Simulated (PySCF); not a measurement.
## C$_{8}$H$_{16}$Si: a changed input and its effect

System: C$_{8}$H$_{16}$Si.
Method of run A: GIAO KT2/pcSseg-1 NMR shielding, non-relativistic, gas phase (PySCF 2.14.0).

The geometry comes from this level: PBE0-D3(BJ)/def2-SVP. Text and figures count atoms from 1; the logs count them from 0 in places.

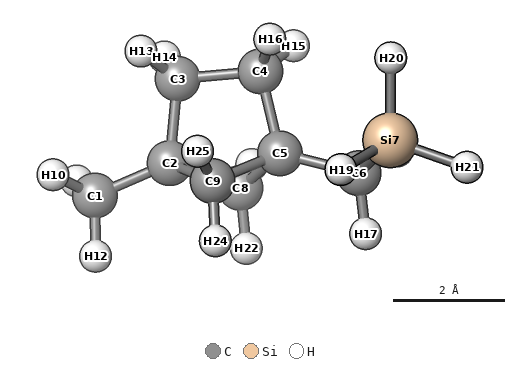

Fig. 1: The structure (ball-and-stick view, seen at a tilt; atoms are numbered from 1 in the order of the input). Bond lengths as drawn: C–C 1.50 to 1.55 Å, C–H 1.10 Å, C–Si 1.89 Å and H–Si 1.50 Å.

## The input, run A
```
{"job": {"kind": "nmr", "xc": "KT2", "basis": "pcSseg-1", "pop": false}, "charge": 0, "multiplicity": 1}
C     -2.670435    -0.817486     0.865944
C     -1.356965    -0.266793     0.381135
C     -1.356857     1.140052    -0.236088
C      0.146999     1.275792    -0.575648
C      0.646710    -0.086919    -0.068671
C      2.118222    -0.407042    -0.210755
Si     3.283655     0.675665     0.808029
C     -0.453788    -1.029563    -0.616629
C     -0.101366    -0.196719     1.283367
H     -3.106047    -0.172117     1.645922
H     -3.398863    -0.882816     0.041489
H     -2.551737    -1.825816     1.291347
H     -1.706707     1.899885     0.480754
H     -2.006041     1.196003    -1.124112
H      0.338085     1.400739    -1.653314
H      0.630423     2.116707    -0.054178
H      2.305923    -1.453000     0.088744
H      2.420148    -0.334997    -1.271029
H      2.937941     0.601342     2.261819
H      3.224353     2.109880     0.387349
H      4.692064     0.201502     0.636084
H     -0.288687    -2.075425    -0.314246
H     -0.698572    -0.978565    -1.691365
H      0.100420    -1.150716     1.794925
H     -0.017869     0.638367     1.999233
```

The first line tells a small driver script what to run in PySCF; the rest is the geometry in Å.

Command:
```bash
OMP_NUM_THREADS=1 python <driver script> task.json out
```

Hardware: 1 CPU thread, shared host.

## Output (run A)
```
coarse grid: 20232 points
cycle   1  E = -611.8743624561  dE =  6.959e-01  |g| = 6.141e-01  |ddm| = 4.504e+00
cycle   2  E = -611.7019894649  dE =  1.724e-01  |g| = 1.002e+00  |ddm| = 1.797e+00
cycle   3  E = -611.9814322085  dE = -2.794e-01  |g| = 1.370e-01  |ddm| = 1.362e+00
cycle   4  E = -611.9855907935  dE = -4.159e-03  |g| = 4.017e-02  |ddm| = 2.225e-01
cycle   5  E = -611.9859682338  dE = -3.774e-04  |g| = 6.408e-03  |ddm| = 3.975e-02
cycle   6  E = -611.9859774658  dE = -9.232e-06  |g| = 2.989e-03  |ddm| = 1.061e-02
final grid: 187544 points
cycle   7  E = -612.0107926654  dE = -3.247e-04  |g| = 2.179e-02  |ddm| = 9.848e-02
cycle   8  E = -612.0105785197  dE =  2.141e-04  |g| = 3.486e-02  |ddm| = 5.973e-02
cycle   9  E = -612.0108963580  dE = -3.178e-04  |g| = 4.525e-03  |ddm| = 4.625e-02
cycle  10  E = -612.0109005317  dE = -4.174e-06  |g| = 1.308e-03  |ddm| = 6.440e-03
cycle  11  E = -612.0109009513  dE = -4.196e-07  |g| = 1.287e-04  |ddm| = 1.131e-03
cycle  12  E = -612.0109009541  dE = -2.861e-09  |g| = 6.607e-05  |ddm| = 2.038e-04
cycle  13  E = -612.0109009552  dE = -1.072e-09  |g| = 1.474e-05  |ddm| = 8.033e-05
cycle  14  E = -612.0109009553  dE = -5.525e-11  |g| = 3.776e-06  |ddm| = 2.564e-05
converged SCF energy = -612.0109009553

GIAO shielding tensors (ppm)
atom      isotropic    diamagn.    paramagn.     s11        s22        s33       span
  0 C      161.244     243.156     -81.913    146.323    150.458    186.951     40.628
  1 C      135.423     257.597    -122.174    118.313    126.099    161.857     43.544
  2 C      144.026     251.834    -107.808    129.713    137.535    164.831     35.118
  3 C      146.194     250.364    -104.171    132.385    141.614    164.583     32.199
  4 C      133.798     252.750    -118.953    116.331    123.247    161.814     45.483
  5 C      166.003     245.830     -79.828    148.845    156.990    192.172     43.327
  6 Si     439.396     881.233    -441.837    416.157    420.605    481.425     65.269
  7 C      128.410     252.522    -124.112    120.937    129.311    134.983     14.046
  8 C      133.449     253.832    -120.383    126.897    134.218    139.231     12.334
  9 H       29.909      27.992       1.917     25.750     27.436     36.542     10.793
 10 H       29.929      28.000       1.929     25.725     27.392     36.669     10.944
 11 H       29.858      29.030       0.827     25.027     28.231     36.314     11.287
 12 H       29.680      31.964      -2.284     25.700     27.794     35.544      9.844
 13 H       29.651      31.872      -2.222     25.658     27.630     35.665     10.006
 14 H       29.799      32.194      -2.395     25.584     28.188     35.625     10.041
 15 H       29.373      32.831      -3.458     24.564     28.728     34.828     10.264
 16 H       29.970      30.456      -0.486     24.460     29.575     35.875     11.415
 17 H       29.954      29.656       0.298     25.361     28.548     35.953     10.591
 18 H       27.343      28.649      -1.306     23.641     26.652     31.736      8.095
 19 H       27.206      28.342      -1.136     23.239     26.464     31.915      8.677
 20 H       27.411      26.958       0.453     24.171     24.802     33.259      9.088
 21 H       30.233      34.879      -4.646     28.277     28.599     33.824      5.547
 22 H       29.994      33.939      -3.945     26.658     27.256     36.068      9.410
 23 H       30.260      35.230      -4.970     27.981     29.122     33.678      5.697
 24 H       29.984      34.652      -4.668     26.474     27.742     35.736      9.263
```

For run B the input was changed thus:
```diff
-"xc": "KT2"
+"xc": "PBE0"
-"pop": false
```

Predict how the results change.

The total energies belong to different methods, so their difference says nothing on which is more stable or more accurate. The HOMO goes from −6.73 to −7.90 eV. The LUMO goes from 0.00 to 0.99 eV. Of all shieldings, the largest change is that of Si7, by −13.3 ppm. The functional changes from KT2 to PBE0. Exact exchange removes part of the self-interaction error of semilocal functionals, which pushes filled and empty levels apart. The SCF takes 12 iterations against 14.

## Output (run B)
```
coarse grid: 20232 points
cycle   1  E = -603.2765064930  dE =  9.568e-01  |g| = 4.572e-01  |ddm| = 4.439e+00
cycle   2  E = -603.2563376002  dE =  2.017e-02  |g| = 5.448e-01  |ddm| = 1.013e+00
cycle   3  E = -603.3345983697  dE = -7.826e-02  |g| = 6.416e-02  |ddm| = 6.606e-01
cycle   4  E = -603.3353304518  dE = -7.321e-04  |g| = 2.957e-02  |ddm| = 1.022e-01
cycle   5  E = -603.3355281099  dE = -1.977e-04  |g| = 3.850e-03  |ddm| = 3.064e-02
cycle   6  E = -603.3355313201  dE = -3.210e-06  |g| = 9.263e-04  |ddm| = 4.651e-03
final grid: 187544 points
cycle   7  E = -603.3922574819  dE = -6.236e-05  |g| = 8.937e-03  |ddm| = 5.824e-02
cycle   8  E = -603.3922427470  dE =  1.473e-05  |g| = 1.178e-02  |ddm| = 2.284e-02
cycle   9  E = -603.3922786928  dE = -3.595e-05  |g| = 9.897e-04  |ddm| = 1.395e-02
cycle  10  E = -603.3922788932  dE = -2.004e-07  |g| = 2.619e-04  |ddm| = 1.318e-03
cycle  11  E = -603.3922789087  dE = -1.547e-08  |g| = 4.309e-05  |ddm| = 2.322e-04
cycle  12  E = -603.3922789090  dE = -3.522e-10  |g| = 1.605e-05  |ddm| = 6.062e-05
converged SCF energy = -603.3922789090

GIAO shielding tensors (ppm)
atom      isotropic    diamagn.    paramagn.     s11        s22        s33       span
  0 C      162.855     241.223     -78.368    148.290    152.798    187.477     39.187
  1 C      140.090     257.805    -117.715    123.285    129.898    167.088     43.803
  2 C      146.636     249.854    -103.217    132.831    139.878    167.200     34.369
  3 C      148.801     248.285     -99.484    135.314    144.092    166.998     31.684
  4 C      138.739     252.650    -113.911    121.748    127.381    167.086     45.338
  5 C      168.734     244.356     -75.622    151.476    161.020    193.705     42.230
  6 Si     426.081     878.122    -452.040    403.095    406.465    468.684     65.589
  7 C      130.835     251.004    -120.169    123.730    132.040    136.735     13.005
  8 C      135.606     252.367    -116.761    128.748    136.354    141.717     12.969
  9 H       30.058      27.927       2.131     25.653     27.535     36.986     11.333
 10 H       30.074      27.923       2.151     25.624     27.485     37.112     11.488
 11 H       30.040      28.765       1.275     24.990     28.320     36.808     11.818
 12 H       29.872      31.822      -1.950     25.716     27.759     36.141     10.425
 13 H       29.840      31.720      -1.880     25.665     27.592     36.262     10.597
 14 H       29.987      31.899      -1.911     25.606     28.146     36.209     10.603
 15 H       29.600      32.528      -2.928     24.612     28.749     35.438     10.826
 16 H       30.260      30.198       0.063     24.560     29.675     36.546     11.986
 17 H       30.219      29.433       0.786     25.396     28.669     36.592     11.196
 18 H       27.454      28.389      -0.935     23.614     26.794     31.955      8.342
 19 H       27.330      28.133      -0.803     23.278     26.585     32.127      8.849
 20 H       27.524      26.929       0.595     24.157     24.861     33.555      9.398
 21 H       30.387      34.674      -4.286     28.134     28.554     34.474      6.340
 22 H       30.177      33.646      -3.469     26.714     27.348     36.469      9.756
 23 H       30.422      35.023      -4.602     27.847     29.063     34.355      6.509
 24 H       30.190      34.385      -4.194     26.623     27.804     36.144      9.520
```

## The two runs side by side

| quantity | run A | run B |
| --- | --- | --- |
| outcome | converged | converged |
| total energy (hartree) | −612.010901 | −603.392279 |
| HOMO (eV) | −6.73 | −7.90 |
| LUMO (eV) | 0.00 | 0.99 |
| dipole moment (D) | 0.91 | 0.92 |
| shielding of C2 (ppm) | 135.4 | 140.1 |
| shielding of C3 (ppm) | 144.0 | 146.6 |
| shielding of C4 (ppm) | 146.2 | 148.8 |
| shielding of C5 (ppm) | 133.8 | 138.7 |
| shielding of C6 (ppm) | 166.0 | 168.7 |
| shielding of Si7 (ppm) | 439.4 | 426.1 |
| shielding of C8 (ppm) | 128.4 | 130.8 |
| SCF iterations | 14 | 12 |
| basis functions | 240 | 240 |
| wall time (shared host) | 71 s | 55 s |
